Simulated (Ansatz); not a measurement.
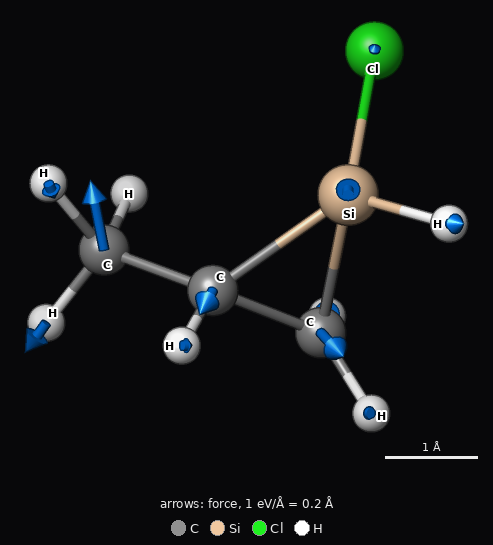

Starting geometry of C3H7ClSi (coarse preliminary run) with the computed forces as blue arrows. A ball-and-stick model, seen at a tilt.

The start comes from a force field.

These are results of Ansatz 0.2.0, RKS PBE-D4/def2-SVP, not measurements.

Input file:
```yaml
crystal:
  periodic: [false, false, false]
  atoms:
    - {symbol: C, position_ang: [-1.071100, -0.459200, 1.016400]}
    - {symbol: C, position_ang: [0.239200, 0.007300, 0.577700]}
    - {symbol: C, position_ang: [0.850400, -0.636300, -0.612200]}
    - {symbol: Si, position_ang: [0.537400, 1.243000, -0.752000]}
    - {symbol: Cl, position_ang: [-0.999800, 1.354100, -2.170200]}
    - {symbol: H, position_ang: [-1.597900, 0.382200, 1.605000]}
    - {symbol: H, position_ang: [-1.022200, -1.311200, 1.630500]}
    - {symbol: H, position_ang: [-1.741300, -0.633700, 0.156200]}
    - {symbol: H, position_ang: [0.871700, 0.189700, 1.492300]}
    - {symbol: H, position_ang: [1.951200, -0.812900, -0.564600]}
    - {symbol: H, position_ang: [0.287100, -1.249100, -1.247900]}
    - {symbol: H, position_ang: [1.772300, 1.871000, -1.097300]}
basis:
  gaussian: {orbitals: def2-SVP}
hamiltonian: {xc: pbe, dispersion: d4}
relax: {f_tol: 0.03, max_steps: 200}
```

Command:
```bash
ansatz run in.yaml --threads 4 --pin off --events-out ev --progress --plain --max-ram 10444MiB
```

**What follows when this structure is relaxed?**

It isn't relaxed: the largest force vector, on C1, is 4.00 eV/Å. The final displacements have little in common with the starting forces (cosine between the two patterns 0.26). The atom that moves furthest after the best rigid fit is H12 (0.33 Å). Largest moves by element: H 0.33 Å, Si 0.25 Å, Cl 0.17 Å, C 0.13 Å. Near-neighbour distances that change, for instance: C2–C3 1.484 → 1.566 Å, Si4–H12 1.428 → 1.492 Å, C1–H7 1.051 → 1.112 Å, C1–C2 1.458 → 1.518 Å. Bond angles that change, for instance: C3–Si4–H12 108.0° → 123.2°, C3–Si4–Cl5 102.8° → 117.9°, Si4–C3–H10 108.7° → 120.6°. Over 6 geometry steps the energy falls by 0.752 eV. The largest force component goes from 3 to 0.028 eV/Å. The run took 8.5 s on 4 threads of Intel Xeon Platinum 8488C, with other jobs on the host.
